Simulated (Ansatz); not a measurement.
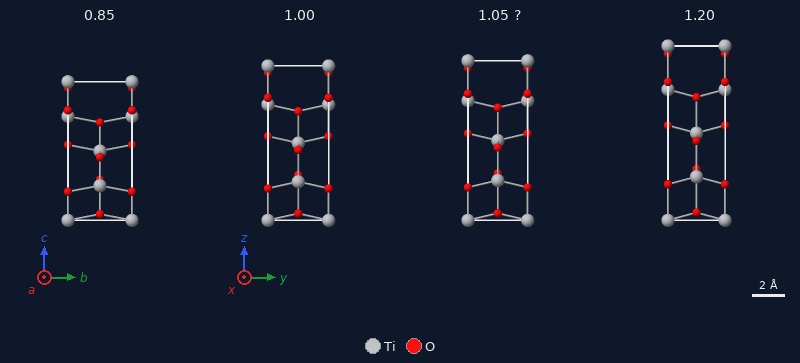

Energy scan for solid TiO$_{2}$ (I4_1/amd), in which the ratio of the cell's length along z to its lengths across, counted as 1 for the reference, is changed at fixed volume (a c/a path), with the atoms kept at their fractional coordinates. x, y and z are the Cartesian axes of the input. A ball-and-stick model of the conventional cell (2 times the calculation's cell), seen along the a axis. Lengths and directions refer to the drawn axes.

These are results of Ansatz, DFT r2SCAN+U, scalar-relativistic, plane waves, PAW, not measurements. (plane-wave cutoff 500 eV; k-point mesh 10 × 10 × 10; occupations gaussian; smearing width 0.05 eV; U Ti 4.0 eV; no spin polarisation). Energies (free energies at the smearing named) are counted from the relaxed crystal.

```csv
axial ratio over its reference value,energy change (meV/atom)
0.85,212.3
0.92,49.2
0.96,11.0
1.00,0.0
1.05,?
1.10,49.7
1.20,161.2
```

One row is withheld. What is its energy?

Answer. A straight line between the two neighbours gives 24.9 meV/atom. A cubic through the four nearest rows (0.96, 1.00, 1.10, 1.20) gives, with Lagrange weights, (−0.2790)(11.0) + (0.8437)(0.0) + (0.4821)(49.7) + (−0.0469)(161.2) = 13.3 meV/atom. The calculation gives 13.9 meV/atom, so the cubic is 0.6 meV/atom too low and the straight line 11.0 meV/atom too high, as the curve bends upwards here.

The whole profile:

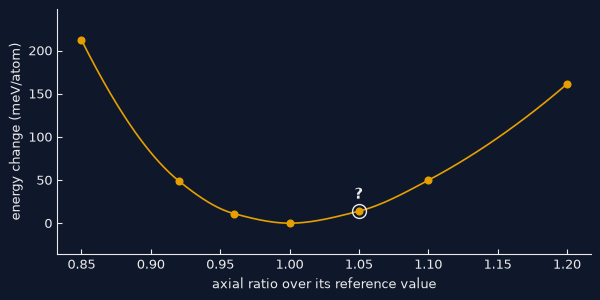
